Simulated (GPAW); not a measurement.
# How Al2Au absorbs and reflects light

Aim: the dielectric function of Al2Au, and the optical constants that follow from it.

Main program and level: GPAW 26.7.0; DFT, PBE, plane-wave PAW (GPAW data sets), scalar-relativistic, RPA, optical limit.

## Step 1: The structure

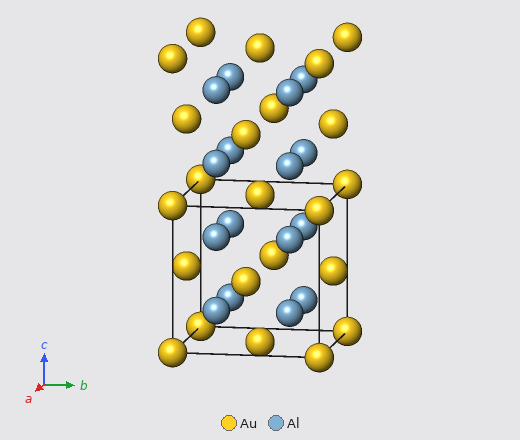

The starting structure, seen slightly off an axis (gold yellow, aluminium light blue). 1×1×2 cells are drawn. This picture shows the conventional cell, with its axes. Some periodic images of atoms are drawn too.

Coordinates:

```cif
data_structure
_symmetry_space_group_name_H-M 'P 1'
_symmetry_Int_Tables_number 1
_cell_length_a 4.2426
_cell_length_b 4.2426
_cell_length_c 4.2426
_cell_angle_alpha 60.000
_cell_angle_beta 60.000
_cell_angle_gamma 60.000
_cell_volume 54.00
loop_
_atom_site_label
_atom_site_type_symbol
_atom_site_fract_x
_atom_site_fract_y
_atom_site_fract_z
_atom_site_occupancy
Au1 Au 0.00000 0.00000 0.00000 1
Al2 Al 0.75000 0.75000 0.75000 1
Al3 Al 0.25000 0.25000 0.25000 1
```

## Step 2: Bands for the response

The response needs many more empty bands than the density does.

This step: DFT, PBE, plane-wave PAW (GPAW data sets), scalar-relativistic, bands at fixed density (GPAW 26.7.0).

The input, nscf.py:

```python
from ase.dft.bandgap import bandgap
from gpaw import GPAW, FermiDirac

calc = GPAW('gs.gpw').fixed_density(kpts={'size': (13, 13, 13), 'gamma': True}, nbands=56, convergence={'bands': 50},
                                    occupations=FermiDirac(0.05), txt='nscf.txt')
print('gap (eV)', bandgap(calc, output=None)[0])
print('direct gap (eV)', bandgap(calc, direct=True, output=None)[0])
print('top band over the Fermi level (eV)', min(calc.get_eigenvalues(kpt=k)[49] for k in range(len(calc.get_ibz_k_points()))) - calc.get_fermi_level())
calc.write('full.gpw', mode='all')
```

Launch:

```console
$ OMP_NUM_THREADS=1 python nscf.py
```

Numbers of over 12 decimals in the logs are rounded to 6 here.

The log of the run:

```text
Diagonalizing LCAO Hamiltonian
Converting LCAO to pw mode
convergence criteria:
- Maximum integral of absolute [eigenst]ate change: 4e-08 eV^2 / valence electron
maximum number of iterations: 150

SCF iterations
|iter     |      energy | eigst |  dens |
|iter:   1||             | +3.86 |       |
|iter:   2||             | +2.58 |       |
|iter:   3||             | +1.58 |       |
|iter:   4||             | +0.33 |       |
|iter:   5||             | -0.66 |       |
|iter:   6||             | -1.61 |       |
|iter:   7||             | -2.38 |       |
|iter:   8||             | -3.26 |       |
|iter:   9||             | -4.05 |       |
|iter:  10||             | -4.94 |       |
|iter:  11||             | -5.73 |       |
|iter:  12||             | -6.58 |       |
|iter:  13||             | -7.05 |       |
|iter:  14||             | -7.50c|       |
SCF steps: 14
  __  _  _
 | _ |_)|_||  |
 |__||  | ||/\| - 26.7.0

Versions:
  Python: 3.12.14
  ASE:    3.29.0
  Numpy:  2.5.5
  Scipy:  1.18.1
  Libxc:  7.0.0

Input parameters:
  mode=PW(ecut=500.0),
  convergence={'bands': 50},
  gpts=array([24, 24, 24]),
  kpts=MonkhorstPack(size=(13, 13, 13), gamma=True),
  maxiter=150,
  nbands=56,
  occupations=Occupations(name='fermi-dirac', width=0.05, fixmagmom=False),
  parallel={},
  xc=XC(name='PBE')

--- standard output ---
gap (eV) 0.0
direct gap (eV) 0.0
top band over the Fermi level (eV) 37.094873
```

It took 2.9 min on 1 thread of Arm Neoverse V2, shared host; peak memory 0.28 GiB.

## Step 3: Dielectric function, RPA

Transitions between filled and empty bands, summed over the zone, give the optical response, so mesh, band count and broadening shape it.

The induced potential is part of this response.

This step: DFT, PBE, plane-wave PAW (GPAW data sets), scalar-relativistic, RPA, optical limit (GPAW 26.7.0).

The input, df.py:

```python
from gpaw.response.df import DielectricFunction

df = DielectricFunction('full.gpw', frequencies={'type': 'nonlinear', 'domega0': 0.03, 'omega2': 8},
                        ecut=50,
                        eta=0.15,
                        nbands=50,
                        rate=0.05,
                        txt='df.txt')
for direction in ['x']:
    df.get_dielectric_function(xc='RPA', direction=direction, filename=f'df_{direction}.csv')
```

Launch:

```console
$ OMP_NUM_THREADS=1 python df.py
```

The log of the run:

```text
Using integrator: PointIntegrator
NonLinearFrequencyDescriptor(from 0.000 to 52.232 eV, 471 points)
Nonperiodic BCs:  [False False False]
Using integrator: PointIntegrator
NonLinearFrequencyDescriptor(from 0.000 to 52.232 eV, 471 points)
Nonperiodic BCs:  [False False False]
Using integrator: PointIntegrator

Calculating chi0 body with:
    Ground state adapter containing:
    Number of spins: 1
    Number of kpoints: 2197
    Number of irreducible kpoints: 84
    Number of completely occupied states: 6
    Number of partially occupied states: 9

    Linear response parametrization:
    q_c: [0.0, 0.0, 0.0]
    Number of frequency points: 471
    Planewave cutoff: 50.0
    Number of bands: 50
    Number of planewaves: 51
    Broadening (eta): 0.15

Integrating chi0 body.

Symmetries of q_c:
    Direct symmetries (Uq -> q): 48
    Indirect symmetries (TUq -> q): 0
In total 48 allowed symmetries.

84 groups of equivalent kpoints. 96.176604% reduction.

Integral kind: spectral function

Calculating chi0 optical extensions with:
    Ground state adapter containing:
    Number of spins: 1
    Number of kpoints: 2197
    Number of irreducible kpoints: 84
    Number of completely occupied states: 6
    Number of partially occupied states: 9

    Linear response parametrization:
    Number of frequency points: 471
    Planewave cutoff: 50.0
    Number of bands: 50
    Number of planewaves: 51
    Broadening (eta): 0.15
Integrating chi0 head and wings.

Symmetries of q_c:
    Direct symmetries (Uq -> q): 48
    Indirect symmetries (TUq -> q): 0
In total 48 allowed symmetries.

84 groups of equivalent kpoints. 96.176604% reduction.

Integral kind: spectral function wings

Calculating drude chi0 with:
    Number of frequency points:471
    Plasma frequency decay rate: 0.05 eV

    Ground state adapter containing:
    Number of spins: 1
    Number of kpoints: 2197
    Number of irreducible kpoints: 84
    Number of completely occupied states: 6
    Number of partially occupied states: 9

Symmetries of q_c:
    Direct symmetries (Uq -> q): 48
    Indirect symmetries (TUq -> q): 0
In total 48 allowed symmetries.

84 groups of equivalent kpoints. 96.176604% reduction.

Integral kind: intraband
Plasma frequency:
[[6.98+0.j 0.  +0.j 0.  +0.j]
 [0.  +0.j 6.98+0.j 0.  -0.j]
 [0.  +0.j 0.  -0.j 6.98+0.j]]
```

Wall time 24 s (1 thread); peak memory 0.29 GiB.

Some rows of df_x.csv (energy; Re and Im without local fields; Re and Im with them):

```text
0.000000, 19673.328497, 0.000000, 19672.369851, 0.000000
0.460735, -245.405549, 120.349718, -245.967206, 120.048011
0.943989, -57.339889, 16.148096, -58.003807, 15.904695
1.451455, -18.503187, 6.020379, -19.133406, 5.836007
1.984998, -1.773283, 4.499323, -2.658005, 4.209753
2.546682, 7.155026, 12.759233, 6.251406, 11.706428
3.138794, 0.758525, 17.763589, 0.864273, 16.471621
3.763875, -7.442575, 14.133149, -6.899728, 13.858316
4.424758, -6.727832, 6.242974, -6.601337, 5.997413
5.124608, -4.682044, 5.604481, -4.500971, 5.467285
5.866977, -3.998222, 4.553497, -3.852188, 4.507987
6.655862, -3.080788, 2.791503, -3.025197, 2.720775
7.495775, -1.858795, 1.855565, -1.913897, 1.772458
8.391833, -1.007600, 1.834039, -1.097316, 1.680080
9.349861, -1.172708, 1.940204, -1.145907, 1.748141
10.376517, -0.862226, 1.340178, -0.895489, 1.223145
11.479449, -0.601810, 1.140609, -0.595182, 0.985997
12.667487, -0.600870, 1.034442, -0.513362, 0.919682
13.950874, -0.314219, 0.698296, -0.246827, 0.610550
```

Sum at mesh points, not converged in k. The Im ε, E ∥ x by photon energy; read off at these points:

| photon energy (eV) | Im ε, E ∥ x |
| --- | --- |
| 1.0 | 14.2 |
| 2.0 | 4.26 |
| 3.0 | 16.5 |
| 3.3 | 18.2 |
| 4.0 | 10.8 |
| 5.0 | 5.53 |
| 6.0 | 3.93 |
| 7.0 | 2.04 |
| 8.0 | 1.61 |
| 9.0 | 1.81 |
| 10.0 | 1.32 |
| 11.0 | 1.13 |
| 12.0 | 0.912 |
| 13.0 | 0.727 |

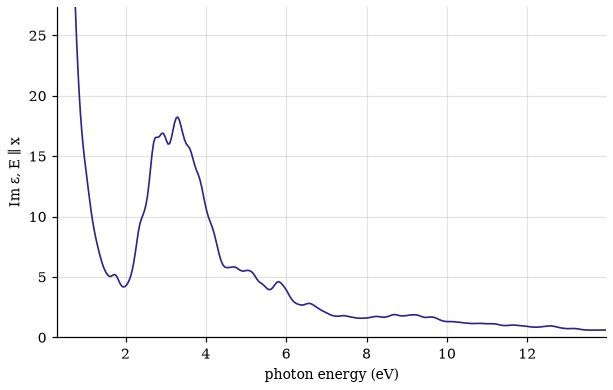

Im ε, E ∥ x against photon energy. Below 1 eV the curve runs off the scale.

Values under 1 per cm are given as 1; sum at mesh points, not converged in k. Table of absorption coefficient, E ∥ x by photon energy:

| photon energy (eV) | absorption coefficient, E ∥ x (1/cm) |
| --- | --- |
| 1.01 | 7.3e5 |
| 1.99 | 3.9e5 |
| 3.02 | 8.6e5 |
| 3.98 | 1.3e6 |
| 4.98 | 1.2e6 |
| 6.02 | 1.4e6 |
| 6.99 | 1.2e6 |
| 8.03 | 1.0e6 |
| 9.02 | 1.1e6 |
| 10.03 | 1.2e6 |
| 11.03 | 1.1e6 |
| 12.02 | 1.1e6 |
| 13.00 | 1.1e6 |

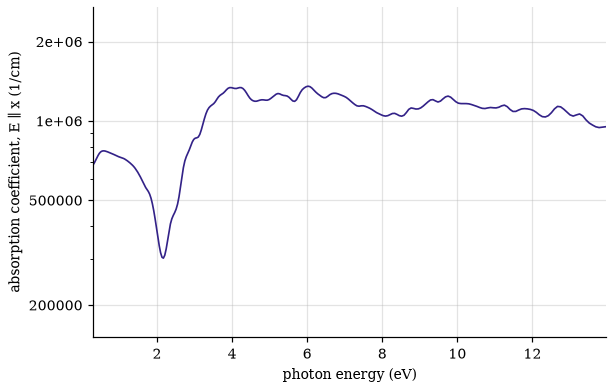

Absorption coefficient, E ∥ x, plotted against photon energy.

Sum at mesh points, not converged in k. Loss function −Im 1/ε at q → 0, E ∥ x against energy loss; read off at these points:

| energy loss (eV) | loss function −Im 1/ε at q → 0, E ∥ x |
| --- | --- |
| 1 | 0.00510 |
| 2 | 0.183 |
| 3 | 0.0606 |
| 4 | 0.0588 |
| 5 | 0.111 |
| 6 | 0.120 |
| 7 | 0.178 |
| 8 | 0.377 |
| 9 | 0.432 |
| 10 | 0.475 |
| 11 | 0.641 |
| 12 | 0.794 |
| 13 | 1.01 |

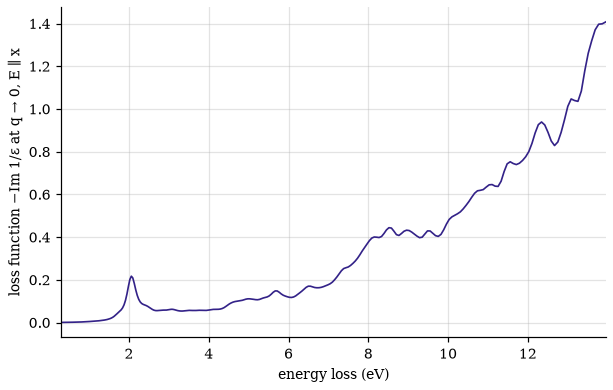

Loss function −Im 1/ε at q → 0, E ∥ x, plotted against energy loss.

Sum at mesh points, not converged in k. The reflectivity at normal incidence, E ∥ x by photon energy; read off at these points:

| photon energy (eV) | reflectivity at normal incidence, E ∥ x (%) |
| --- | --- |
| 1.0 | 92.9 |
| 2.0 | 43.9 |
| 3.0 | 49.9 |
| 4.0 | 63.3 |
| 4.3 | 65.8 |
| 5.0 | 55.3 |
| 6.0 | 58.5 |
| 6.1 | 60.7 |
| 7.0 | 57.9 |
| 8.0 | 42.4 |
| 9.0 | 34.6 |
| 9.8 | 41.6 |
| 10.0 | 40.2 |
| 11.0 | 34.8 |
| 12.0 | 34.5 |
| 12.8 | 35.1 |
| 13.0 | 34.1 |

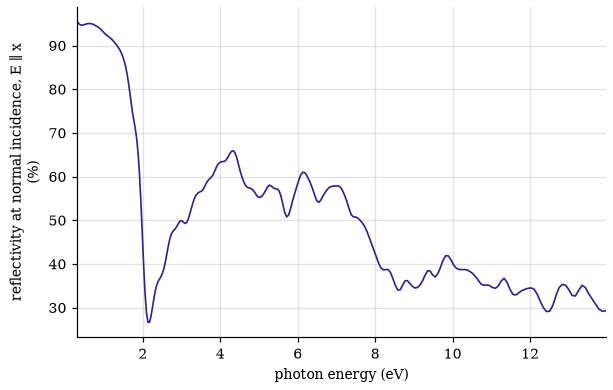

Reflectivity at normal incidence, E ∥ x against photon energy.

Sum at mesh points, not converged in k. Table of Im ε, E ∥ x by photon energy; read off at these points:

| photon energy (eV) | without local fields | with local fields |
| --- | --- | --- |
| 1.0 | 14.5 | 14.2 |
| 2.0 | 4.56 | 4.26 |
| 3.0 | 17.7 | 16.5 |
| 3.3 | 19.3 | 18.2 |
| 4.0 | 10.9 | 10.8 |
| 5.0 | 5.71 | 5.53 |
| 6.0 | 3.93 | 3.93 |
| 7.0 | 2.08 | 2.04 |
| 8.0 | 1.72 | 1.61 |
| 9.0 | 1.99 | 1.81 |
| 10.0 | 1.43 | 1.32 |
| 11.0 | 1.31 | 1.13 |
| 12.0 | 1.05 | 0.912 |
| 13.0 | 0.832 | 0.727 |

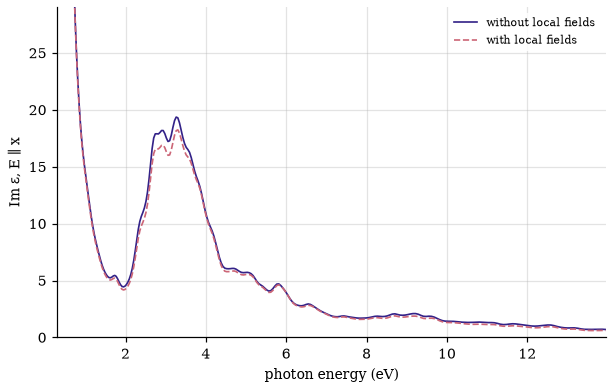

Im ε, E ∥ x, plotted against photon energy. Below 1 eV the curve runs off the scale.

Optical constants at common wavelengths, from n + ik = √ε:

| wavelength (nm) | n | k | R (%) | 1/α |
| --- | --- | --- | --- | --- |
| 1550 | 1.26 | 9.275 | 94.5 | 13 nm |
| 633 | 1.00 | 2.098 | 52.4 | 24 nm |
| 450 | 3.23 | 2.562 | 47.2 | 14 nm |
| 405 | 2.88 | 2.784 | 49.5 | 12 nm |
| 365 | 2.63 | 3.279 | 56.0 | 8.9 nm |
| 248 | 1.16 | 2.389 | 55.3 | 8.3 nm |
| 193 | 0.71 | 1.888 | 56.1 | 8.1 nm |

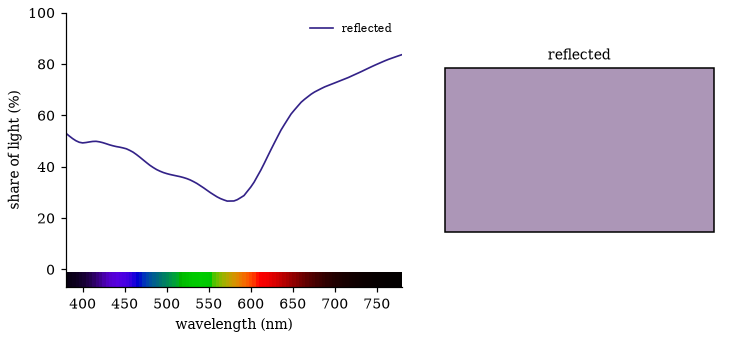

Light reflected across the visible range, with the colour that it makes of daylight (sRGB).

A polished face would reflect 34 % of daylight and look violet (CIE x = 0.304, y = 0.283 under D65).

## Step 4: Summary of results

At this level (PBE, RPA) Al2Au is a metal. The mesh is too coarse to trust the carriers' weight, the reflectivity or the colour to better than tens of per cent. A polished face would reflect 34 % of daylight and look violet (CIE x = 0.304, y = 0.283 under D65). The carriers' damping of 0.05 eV is typed, not computed; it shapes the response at the lowest energies. Spin-orbit coupling is left out although heavy atoms are present. In this version of GPAW the matrix elements of the optical limit are incomplete, which can lower ε − 1 by up to a tenth where first-row anions or d states rule, and shift it by more in d metals. GPAW's carrier term has the form −ωp²/(ω + i·rate)², which damps like twice the rate and fails at low energy, so the curves leave the lowest energies out. The sum runs over mesh points 0.14 Å⁻¹ apart with no interpolation, so peaks are partly noise of the mesh, and the Drude plasma energy, a sum over the Fermi surface, isn't converged.

[Machine, clock and banner lines and Python warnings are left out of the logs.]

[Logs are printed without paths, hosts, clocks, repeated set-up lines and the standing remarks that a program may print on its own settings, such as how far it seeks lower states.]

[Hosts, paths, dates, database ids (printed as entryN), source tags and the programs' standing remarks are cut or masked in the printed files.]
